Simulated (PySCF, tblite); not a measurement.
# methylenecyclopropene (C₄H₄): dynamics, then NMR shifts and electronic excitations on frames

How do NMR shifts and electronic excitations of methylenecyclopropene (C₄H₄) (`C=C1C=C1`) change as the atoms move?

Programs: tblite 0.8.0 and PySCF 2.14.0, with density-fitted response routines of our own. Each step states its level of theory. These are calculated values for one molecule in the gas phase, unless marked as measured. Atoms are numbered from 0 throughout.

**1. Starting geometry**

8 atoms, charge 0, multiplicity 1; geometry from: GFN2-xTB.

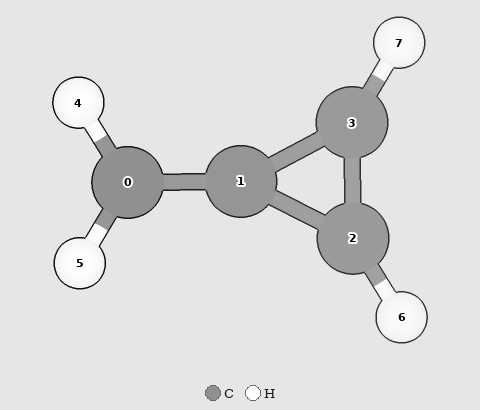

As it starts; carbon grey, hydrogen white, atoms numbered.

**2. Thermal motion with GFN2-xTB**

What the job is given:

```
{"job": {"kind": "md", "xc": "GFN2-xTB", "basis": "xTB", "temperature": 600, "steps": 2000, "every": 50, "frames": 5}, "charge": 0, "multiplicity": 1}
C      1.450554     0.026718     0.179065
C      0.151988     0.003911     0.015013
C     -1.154885     0.630856    -0.020514
C     -1.100839    -0.668159    -0.270036
H      2.045323    -0.864586     0.077091
H      1.970991     0.937341     0.421167
H     -1.740824     1.512410     0.082112
H     -1.613251    -1.569078    -0.508462
```

Level: GFN2-xTB Langevin dynamics, gas phase.

On the command line:

```console
$ OMP_NUM_THREADS=1 python probes_run.py task.json out
```

The driver reads the jobs from task.json and runs them one after another.

Log:

```text
t/fs     T/K      E/eV
    0.0   468.1   -284.60616
   25.0   242.2   -284.24201
   50.0   330.8   -284.23455
   75.0   460.5   -284.22589
  100.0   618.3   -284.14619
  125.0   669.3   -283.99477
  150.0   450.9   -283.85254
  175.0   401.4   -283.69219
  200.0   608.1   -283.89487
  225.0   948.9   -284.16924
  250.0   767.2   -284.09908
  275.0   450.5   -284.12390
  300.0   754.8   -284.30216
  325.0   393.2   -284.14145
  350.0   462.5   -284.09523
  375.0   603.3   -283.89529
  400.0   920.2   -284.10144
  425.0   764.5   -284.13305
  450.0   442.7   -283.79679
  475.0   461.3   -283.86087
  500.0   411.4   -283.88806
  525.0   761.3   -284.29686
  550.0   599.1   -284.03370
  575.0   420.2   -284.11270
  600.0   470.9   -284.12845
  625.0   306.2   -284.13867
  650.0   320.7   -284.27886
  675.0   618.6   -284.34765
  700.0   634.7   -284.33787
  725.0   424.1   -284.25087
  750.0   786.8   -284.33473
  775.0   602.6   -284.21462
  800.0   413.3   -284.10781
  825.0   471.3   -284.26180
  850.0   587.5   -284.35303
  875.0   364.3   -284.23438
  900.0   529.9   -284.29788
  925.0   631.8   -284.46433
  950.0   418.2   -284.18083
  975.0   652.8   -284.34023
 1000.0   708.7   -284.27719
```

Run time: 4.7 s. Hardware: 1 thread of Arm Neoverse V1, shared host; peak memory 0.18 GiB.

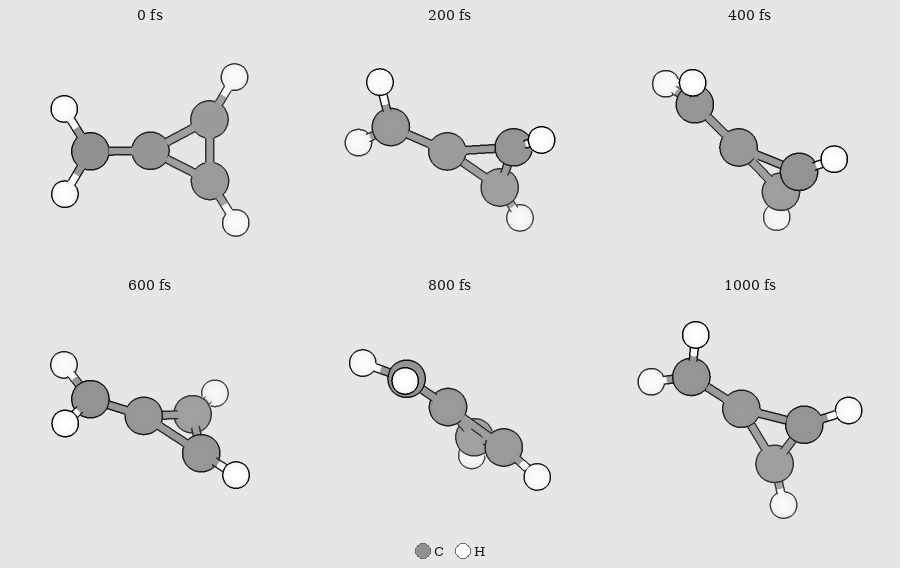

Frames of the run.

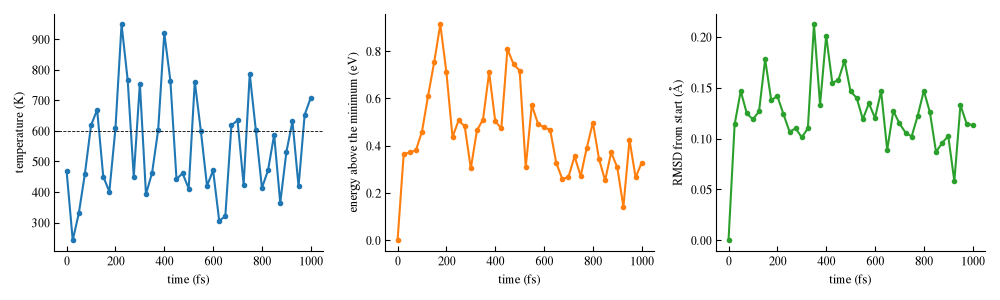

Temperature, potential energy and distance from the start.

Positions (Å) and forces (eV/Å) at 1000 fs:

```xyz
8

C    -0.644   -1.090   -0.548   -1.728   -1.290    0.554
C    -1.751   -0.392   -0.719    0.080    0.587    0.508
C    -2.520    0.850   -1.022   -0.928   -2.917    1.744
C    -3.104   -0.168   -0.304    0.177    1.625   -1.559
H    -0.689   -2.107   -0.056    0.059    1.391   -0.635
H     0.197   -0.849   -1.099    1.514    0.312   -0.534
H    -2.758    1.815   -1.381    0.443    0.135   -0.255
H    -4.040   -0.575    0.028    0.383    0.157    0.178
```

**3. Shielding tensors: 250 fs, PBE0/pcSseg-1**

What the job is given:

```
{"job": {"kind": "nmr", "xc": "PBE0", "basis": "pcSseg-1", "pop": false}, "charge": 0, "multiplicity": 1}
C      1.237200    -0.910900    -0.314000
C      0.103000    -0.333200    -0.116200
C     -0.921600     0.584200    -0.658000
C     -1.138100    -0.159300     0.460600
H      1.573600    -1.551500     0.435700
H      1.970800    -0.790800    -1.106400
H     -1.486800     1.042700    -1.433500
H     -1.646100    -0.357600     1.278200
```

Level: GIAO PBE0/pcSseg-1 NMR shielding, non-relativistic, gas phase.

Log:

```text
coarse grid: 6824 points
cycle   1  E = -154.3973632529  dE =  8.174e-01  |g| = 3.894e-01  |ddm| = 2.676e+00
cycle   2  E = -154.3673907200  dE =  2.997e-02  |g| = 5.119e-01  |ddm| = 9.455e-01
cycle   3  E = -154.4386808365  dE = -7.129e-02  |g| = 1.058e-01  |ddm| = 6.040e-01
cycle   4  E = -154.4413917122  dE = -2.711e-03  |g| = 3.268e-02  |ddm| = 1.260e-01
cycle   5  E = -154.4416083236  dE = -2.166e-04  |g| = 1.534e-02  |ddm| = 4.154e-02
cycle   6  E = -154.4416666591  dE = -5.834e-05  |g| = 2.407e-03  |ddm| = 1.712e-02
cycle   7  E = -154.4416680226  dE = -1.363e-06  |g| = 7.085e-04  |ddm| = 2.557e-03
final grid: 66320 points
cycle   8  E = -154.4670610605  dE = -1.503e-05  |g| = 5.145e-03  |ddm| = 2.472e-02
cycle   9  E = -154.4670604078  dE =  6.526e-07  |g| = 5.459e-03  |ddm| = 1.169e-02
cycle  10  E = -154.4670680780  dE = -7.670e-06  |g| = 9.460e-04  |ddm| = 5.888e-03
cycle  11  E = -154.4670682833  dE = -2.053e-07  |g| = 1.573e-04  |ddm| = 7.953e-04
cycle  12  E = -154.4670682873  dE = -4.014e-09  |g| = 9.281e-05  |ddm| = 2.135e-04
cycle  13  E = -154.4670682894  dE = -2.103e-09  |g| = 1.796e-05  |ddm| = 9.387e-05
cycle  14  E = -154.4670682895  dE = -8.046e-11  |g| = 5.160e-06  |ddm| = 2.345e-05
converged SCF energy = -154.4670682895

GIAO shielding tensors (ppm)
atom      isotropic    diamagn.    paramagn.     s11        s22        s33       span
  0 C      125.331     255.881    -130.550     58.104    135.250    182.639    124.535
  1 C       66.863     253.783    -186.919    -50.979     49.640    201.929    252.908
  2 C       28.926     252.404    -223.478   -109.728    -13.707    210.214    319.942
  3 C       39.374     251.849    -212.475    -93.201     14.340    196.982    290.183
  4 H       28.743      31.123      -2.380     25.689     28.111     32.428      6.739
  5 H       27.521      29.793      -2.272     24.846     26.877     30.840      5.994
  6 H       22.631      30.879      -8.248     17.859     24.137     25.897      8.038
  7 H       24.872      34.734      -9.862     20.211     26.719     27.686      7.475
```

Run time: 3.3 s. Hardware: 1 thread of Arm Neoverse V1, shared host; peak memory 0.4 GiB.

The references, computed at this level on geometries of the same kind, shield at (ppm): 1H TMS 31.72, 13C TMS 186.9. Their shielding less the atom's gives the shift. The references are single molecules in the gas phase. Each atom is listed at this fixed geometry, with no averaging over motion; a spectrum would average atoms that exchange fast.

```tsv
atoms	environment	σ (ppm)	δ (ppm)
C2	alkene CH	28.9	158.0
C3	alkene CH	39.4	147.6
C1	fully substituted alkene carbon	66.9	120.1
C0	terminal =CH2 carbon	125.3	61.6
H6	hydrogen on an alkene CH	22.63	9.09
H7	hydrogen on an alkene CH	24.87	6.85
H5	hydrogen on a terminal =CH2 carbon	27.52	4.20
H4	hydrogen on a terminal =CH2 carbon	28.74	2.97
```

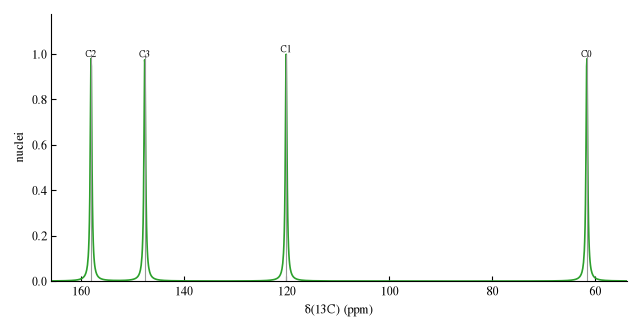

13C lines at the computed shifts, without couplings. Lines are broadened to a width of 0.39 ppm (Lorentzian).

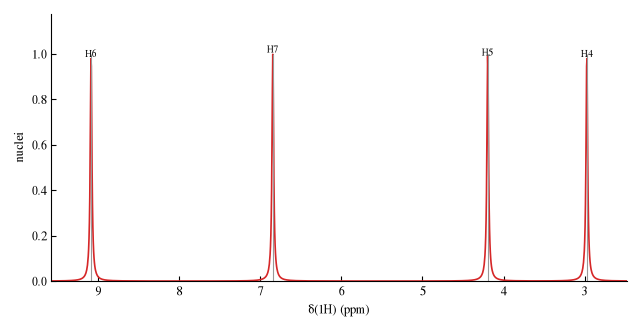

1H lines at the computed shifts, without couplings. Lines are broadened to a width of 0.02 ppm (Lorentzian).

Ring of atoms C1, C2, C3: NICS(0) -22.2, NICS(1) -7.6, NICS(1)zz -11.9 ppm (means of both faces).

In rings of three or four atoms NICS is ruled by the nearby σ bonds, so it says little on aromaticity.

**4. Excited states and response: 250 fs, PBE0/def2-SVPD**

The job, as its differences from that of step 3:

```diff
@@ -1,2 +1,2 @@
-{"job": {"kind": "nmr", "xc": "PBE0", "basis": "pcSseg-1", "pop": false}, "charge": 0, "multiplicity": 1}
+{"job": {"kind": "uv", "xc": "PBE0", "basis": "def2-SVPD", "nstates": 5, "ntriplets": 0}, "charge": 0, "multiplicity": 1}
 C      1.237200    -0.910900    -0.314000
```

Level: TDDFT PBE0/def2-SVPD, vertical, gas phase, core orbitals frozen in the response.

Log:

```text
coarse grid: 6824 points
cycle   1  E = -154.3125598187  dE =  7.800e-01  |g| = 3.763e-01  |ddm| = 4.874e+00
cycle   2  E = -154.2791218922  dE =  3.344e-02  |g| = 5.103e-01  |ddm| = 1.430e+00
cycle   3  E = -154.3525443441  dE = -7.342e-02  |g| = 9.975e-02  |ddm| = 8.228e-01
cycle   4  E = -154.3549518536  dE = -2.408e-03  |g| = 3.514e-02  |ddm| = 1.915e-01
cycle   5  E = -154.3552202632  dE = -2.684e-04  |g| = 1.492e-02  |ddm| = 6.620e-02
cycle   6  E = -154.3552774389  dE = -5.718e-05  |g| = 2.289e-03  |ddm| = 2.563e-02
cycle   7  E = -154.3552787279  dE = -1.289e-06  |g| = 6.504e-04  |ddm| = 3.930e-03
final grid: 66320 points
cycle   8  E = -154.3804087435  dE = -1.388e-05  |g| = 4.806e-03  |ddm| = 5.778e-02
cycle   9  E = -154.3804080745  dE =  6.690e-07  |g| = 5.143e-03  |ddm| = 1.849e-02
cycle  10  E = -154.3804152625  dE = -7.188e-06  |g| = 8.730e-04  |ddm| = 9.065e-03
cycle  11  E = -154.3804154416  dE = -1.791e-07  |g| = 1.377e-04  |ddm| = 1.297e-03
cycle  12  E = -154.3804154448  dE = -3.213e-09  |g| = 8.018e-05  |ddm| = 3.096e-04
cycle  13  E = -154.3804154464  dE = -1.616e-09  |g| = 1.610e-05  |ddm| = 1.279e-04
cycle  14  E = -154.3804154465  dE = -6.571e-11  |g| = 5.063e-06  |ddm| = 3.217e-05
converged SCF energy = -154.3804154465

Static polarisability (au): isotropic 45.151, principal 30.473 42.164 62.817

Singlet excitations
state   eV       nm        f      main configurations
  1   3.8919    318.6   0.01959   H->L 0.98
  2   5.6375    219.9   0.00009   H-1->L 0.97
  3   6.0028    206.5   0.00375   H->L+1 0.93
  4   6.5221    190.1   0.02599   H->L+2 0.77, H->L+4 0.14
  5   6.7346    184.1   0.00590   H->L+4 0.81, H->L+2 0.17
```

Run time: 4.1 s. Hardware: 1 thread of Arm Neoverse V1, shared host; peak memory 0.49 GiB.

The orbitals next to the gap, with their largest atomic shares:

```tsv
orbital	eV	atoms
HOMO−3	-10.99	C1 28 %, C3 28 %, C2 25 %
HOMO−2	-10.51	C3 34 %, C2 30 %, C1 14 %
HOMO−1	-8.58	C1 24 %, C2 24 %, C0 18 %
HOMO	-6.09	C0 39 %, C1 26 %, C2 14 %
LUMO	-1.10	C2 42 %, C3 36 %, C1 8 %
LUMO+1	1.06	C3 30 %, C2 25 %, H6 12 %
LUMO+2	1.63	H6 31 %, C2 22 %, C0 14 %
```

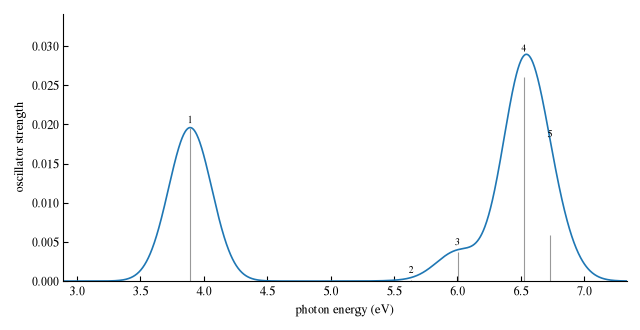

Absorption spectrum from the 5 singlet states computed; above the last one it falls off for lack of states. Lines are broadened to a width of 0.40 eV (Gaussian).

Further results of this job:

```tsv
property	computed
dipole moment (D)	1.85
polarisability (Å³)	6.69
HOMO–LUMO gap (eV)	4.99
−ε(HOMO) (eV)	6.09
```

**5. NMR shieldings: 425 fs, PBE0/pcSseg-1**

What the job is given:

```
{"job": {"kind": "nmr", "xc": "PBE0", "basis": "pcSseg-1", "pop": false}, "charge": 0, "multiplicity": 1}
C      0.976800    -1.390000    -0.749700
C     -0.088400    -0.574200    -0.763000
C     -1.037100     0.455800    -1.275300
C     -1.280800    -0.103000    -0.070100
H      1.110700    -2.072500     0.010000
H      1.944200    -1.149000    -1.311800
H     -1.266500     1.140700    -1.997800
H     -1.948000    -0.026400     0.814700
```

Level: GIAO PBE0/pcSseg-1 NMR shielding, non-relativistic, gas phase.

Log:

```text
coarse grid: 6824 points
cycle   1  E = -154.4108710884  dE =  5.887e-01  |g| = 3.521e-01  |ddm| = 2.618e+00
cycle   2  E = -154.3856586676  dE =  2.521e-02  |g| = 4.664e-01  |ddm| = 8.592e-01
cycle   3  E = -154.4472898726  dE = -6.163e-02  |g| = 7.691e-02  |ddm| = 5.211e-01
cycle   4  E = -154.4487434082  dE = -1.454e-03  |g| = 2.481e-02  |ddm| = 9.891e-02
cycle   5  E = -154.4488800990  dE = -1.367e-04  |g| = 1.047e-02  |ddm| = 2.756e-02
cycle   6  E = -154.4489056877  dE = -2.559e-05  |g| = 1.808e-03  |ddm| = 9.508e-03
cycle   7  E = -154.4489063177  dE = -6.300e-07  |g| = 1.047e-03  |ddm| = 2.371e-03
final grid: 66320 points
cycle   8  E = -154.4739893928  dE = -1.172e-05  |g| = 5.235e-03  |ddm| = 2.095e-02
cycle   9  E = -154.4739863651  dE =  3.028e-06  |g| = 6.322e-03  |ddm| = 1.145e-02
cycle  10  E = -154.4739966018  dE = -1.024e-05  |g| = 1.340e-03  |ddm| = 6.447e-03
cycle  11  E = -154.4739970397  dE = -4.378e-07  |g| = 1.471e-04  |ddm| = 1.117e-03
cycle  12  E = -154.4739970435  dE = -3.886e-09  |g| = 8.337e-05  |ddm| = 1.857e-04
cycle  13  E = -154.4739970452  dE = -1.661e-09  |g| = 1.537e-05  |ddm| = 6.788e-05
cycle  14  E = -154.4739970452  dE = -4.991e-11  |g| = 6.776e-06  |ddm| = 2.155e-05
converged SCF energy = -154.4739970452

GIAO shielding tensors (ppm)
atom      isotropic    diamagn.    paramagn.     s11        s22        s33       span
  0 C      117.151     256.907    -139.756     45.994    128.783    176.677    130.683
  1 C       55.143     254.616    -199.472    -67.376     26.504    206.301    273.676
  2 C       34.964     254.313    -219.349    -88.185     -2.916    195.995    284.180
  3 C       29.515     251.147    -221.632    -91.427     -7.003    186.976    278.403
  4 H       28.300      32.766      -4.466     25.857     27.870     31.174      5.317
  5 H       26.559      27.736      -1.176     23.812     25.285     30.580      6.767
  6 H       23.618      34.017     -10.399     19.328     24.960     26.566      7.238
  7 H       22.267      29.377      -7.110     19.662     22.747     24.393      4.730
```

It took 3 s on 1 thread of Arm Neoverse V1, shared host; peak memory 0.41 GiB.

This run: δ C3 157.4, C2 152.0, C1 131.8, C0 69.8, H7 9.45, H6 8.10 ppm.

**6. Excited states and response: 425 fs, PBE0/def2-SVPD**

The job, as its differences from that of step 5:

```diff
@@ -1,2 +1,2 @@
-{"job": {"kind": "nmr", "xc": "PBE0", "basis": "pcSseg-1", "pop": false}, "charge": 0, "multiplicity": 1}
+{"job": {"kind": "uv", "xc": "PBE0", "basis": "def2-SVPD", "nstates": 5, "ntriplets": 0}, "charge": 0, "multiplicity": 1}
 C      0.976800    -1.390000    -0.749700
```

Level: TDDFT PBE0/def2-SVPD, vertical, gas phase, core orbitals frozen in the response.

Log:

```text
coarse grid: 6824 points
cycle   1  E = -154.3278574875  dE =  5.510e-01  |g| = 3.413e-01  |ddm| = 4.390e+00
cycle   2  E = -154.3002313524  dE =  2.763e-02  |g| = 4.638e-01  |ddm| = 1.201e+00
cycle   3  E = -154.3631517320  dE = -6.292e-02  |g| = 7.041e-02  |ddm| = 6.423e-01
cycle   4  E = -154.3643800089  dE = -1.228e-03  |g| = 2.599e-02  |ddm| = 1.510e-01
cycle   5  E = -154.3645400161  dE = -1.600e-04  |g| = 1.033e-02  |ddm| = 4.415e-02
cycle   6  E = -154.3645657435  dE = -2.573e-05  |g| = 1.700e-03  |ddm| = 1.523e-02
cycle   7  E = -154.3645663307  dE = -5.872e-07  |g| = 9.615e-04  |ddm| = 3.208e-03
final grid: 66320 points
cycle   8  E = -154.3892903181  dE = -1.079e-05  |g| = 4.921e-03  |ddm| = 4.857e-02
cycle   9  E = -154.3892875059  dE =  2.812e-06  |g| = 5.962e-03  |ddm| = 1.874e-02
cycle  10  E = -154.3892970421  dE = -9.536e-06  |g| = 1.242e-03  |ddm| = 9.494e-03
cycle  11  E = -154.3892974276  dE = -3.854e-07  |g| = 1.367e-04  |ddm| = 1.637e-03
cycle  12  E = -154.3892974313  dE = -3.768e-09  |g| = 6.924e-05  |ddm| = 2.850e-04
cycle  13  E = -154.3892974325  dE = -1.177e-09  |g| = 1.392e-05  |ddm| = 9.533e-05
cycle  14  E = -154.3892974325  dE = -4.070e-11  |g| = 6.489e-06  |ddm| = 2.688e-05
converged SCF energy = -154.3892974325

Static polarisability (au): isotropic 47.654, principal 31.540 44.208 67.214

Singlet excitations
state   eV       nm        f      main configurations
  1   3.9815    311.4   0.01108   H->L 0.98
  2   5.8860    210.6   0.00538   H->L+2 0.54, H->L+1 0.38
  3   6.1553    201.4   0.02369   H-1->L 0.77, H->L+1 0.15
  4   6.1853    200.4   0.09016   H->L+1 0.35, H->L+2 0.20, H->L+3 0.20
  5   6.4112    193.4   0.05336   H->L+4 0.53, H->L+3 0.27, H->L+2 0.16
```

Wall time 4.1 s (1 thread of Arm Neoverse V1, shared host); peak memory 0.48 GiB.

In short: HOMO -5.98 eV, LUMO -0.82 eV; lowest singlet 3.98 eV.

**7. NMR shieldings: 625 fs, PBE0/pcSseg-1**

What the job is given:

```
{"job": {"kind": "nmr", "xc": "PBE0", "basis": "pcSseg-1", "pop": false}, "charge": 0, "multiplicity": 1}
C      0.701800    -1.076300    -0.831400
C     -0.340400    -0.455100    -1.271600
C     -1.379100    -0.480700    -2.235400
C     -1.697800     0.140700    -1.081700
H      1.080200    -0.944100     0.210700
H      1.247500    -1.614200    -1.629700
H     -1.704600    -0.769500    -3.221900
H     -2.261100     0.898900    -0.736200
```

With the program's defaults for keys left out, this is: GIAO PBE0/pcSseg-1 NMR shielding, non-relativistic, gas phase.

Log:

```text
coarse grid: 6824 points
cycle   1  E = -154.4095084173  dE =  7.050e-01  |g| = 3.498e-01  |ddm| = 2.594e+00
cycle   2  E = -154.3956383687  dE =  1.387e-02  |g| = 4.190e-01  |ddm| = 8.671e-01
cycle   3  E = -154.4437813365  dE = -4.814e-02  |g| = 7.348e-02  |ddm| = 5.517e-01
cycle   4  E = -154.4450390912  dE = -1.258e-03  |g| = 2.869e-02  |ddm| = 9.544e-02
cycle   5  E = -154.4452172089  dE = -1.781e-04  |g| = 1.266e-02  |ddm| = 3.265e-02
cycle   6  E = -154.4452557870  dE = -3.858e-05  |g| = 1.981e-03  |ddm| = 1.203e-02
cycle   7  E = -154.4452566294  dE = -8.423e-07  |g| = 9.237e-04  |ddm| = 2.613e-03
final grid: 66320 points
cycle   8  E = -154.4705674579  dE = -1.187e-05  |g| = 5.094e-03  |ddm| = 2.021e-02
cycle   9  E = -154.4705656233  dE =  1.835e-06  |g| = 5.839e-03  |ddm| = 1.332e-02
cycle  10  E = -154.4705743802  dE = -8.757e-06  |g| = 1.090e-03  |ddm| = 7.251e-03
cycle  11  E = -154.4705746627  dE = -2.825e-07  |g| = 1.454e-04  |ddm| = 8.879e-04
cycle  12  E = -154.4705746658  dE = -3.182e-09  |g| = 9.125e-05  |ddm| = 1.933e-04
cycle  13  E = -154.4705746679  dE = -2.035e-09  |g| = 1.869e-05  |ddm| = 8.149e-05
cycle  14  E = -154.4705746680  dE = -7.822e-11  |g| = 6.146e-06  |ddm| = 2.482e-05
converged SCF energy = -154.4705746680

GIAO shielding tensors (ppm)
atom      isotropic    diamagn.    paramagn.     s11        s22        s33       span
  0 C      109.795     254.349    -144.554     29.075    132.787    167.522    138.447
  1 C       62.216     248.627    -186.410    -56.549     37.834    205.365    261.915
  2 C       27.576     263.169    -235.593   -101.718     -5.403    189.848    291.566
  3 C       39.507     247.646    -208.139    -90.007      6.774    201.755    291.761
  4 H       26.438      30.607      -4.169     23.908     25.294     30.113      6.206
  5 H       26.378      27.512      -1.134     23.357     25.961     29.818      6.461
  6 H       22.779      32.337      -9.558     19.206     23.691     25.441      6.235
  7 H       24.250      31.530      -7.280     19.343     25.758     27.649      8.305
```

It took 3 s on 1 thread of Arm Neoverse V1, shared host; peak memory 0.41 GiB.

This run: δ C2 159.3, C3 147.4, C1 124.7, C0 77.1, H6 8.94, H7 7.47 ppm.

**8. Excited states and response: 625 fs, PBE0/def2-SVPD**

The job, as its differences from that of step 7:

```diff
@@ -1,2 +1,2 @@
-{"job": {"kind": "nmr", "xc": "PBE0", "basis": "pcSseg-1", "pop": false}, "charge": 0, "multiplicity": 1}
+{"job": {"kind": "uv", "xc": "PBE0", "basis": "def2-SVPD", "nstates": 5, "ntriplets": 0}, "charge": 0, "multiplicity": 1}
 C      0.701800    -1.076300    -0.831400
```

Method: TDDFT PBE0/def2-SVPD, vertical, gas phase, core orbitals frozen in the response.

Log:

```text
coarse grid: 6824 points
cycle   1  E = -154.3255648016  dE =  6.683e-01  |g| = 3.376e-01  |ddm| = 4.256e+00
cycle   2  E = -154.3093654866  dE =  1.620e-02  |g| = 4.157e-01  |ddm| = 1.410e+00
cycle   3  E = -154.3585233508  dE = -4.916e-02  |g| = 6.974e-02  |ddm| = 7.848e-01
cycle   4  E = -154.3596589265  dE = -1.136e-03  |g| = 2.990e-02  |ddm| = 1.416e-01
cycle   5  E = -154.3598627696  dE = -2.038e-04  |g| = 1.245e-02  |ddm| = 5.245e-02
cycle   6  E = -154.3599012161  dE = -3.845e-05  |g| = 1.909e-03  |ddm| = 1.947e-02
cycle   7  E = -154.3599020430  dE = -8.269e-07  |g| = 8.521e-04  |ddm| = 3.689e-03
final grid: 66320 points
cycle   8  E = -154.3849223164  dE = -1.113e-05  |g| = 4.740e-03  |ddm| = 5.063e-02
cycle   9  E = -154.3849206287  dE =  1.688e-06  |g| = 5.457e-03  |ddm| = 1.963e-02
cycle  10  E = -154.3849286749  dE = -8.046e-06  |g| = 9.923e-04  |ddm| = 9.855e-03
cycle  11  E = -154.3849289146  dE = -2.397e-07  |g| = 1.315e-04  |ddm| = 1.336e-03
cycle  12  E = -154.3849289176  dE = -2.935e-09  |g| = 7.649e-05  |ddm| = 3.205e-04
cycle  13  E = -154.3849289190  dE = -1.462e-09  |g| = 1.781e-05  |ddm| = 1.187e-04
cycle  14  E = -154.3849289191  dE = -7.481e-11  |g| = 5.587e-06  |ddm| = 3.461e-05
converged SCF energy = -154.3849289191

Static polarisability (au): isotropic 46.160, principal 31.009 44.216 63.253

Singlet excitations
state   eV       nm        f      main configurations
  1   4.1353    299.8   0.02025   H->L 0.97
  2   5.8259    212.8   0.00735   H-1->L 0.92
  3   5.9804    207.3   0.02731   H->L+1 0.86
  4   6.6202    187.3   0.02848   H->L+2 0.58, H->L+4 0.21, H->L+3 0.20
  5   6.7604    183.4   0.03001   H->L+4 0.59, H->L+3 0.37
```

It took 4.1 s on 1 thread of Arm Neoverse V1, shared host; peak memory 0.49 GiB.

Key values: HOMO -6.18 eV, LUMO -0.93 eV; lowest singlet 4.14 eV.

(Part 1 of 2 ends here.)
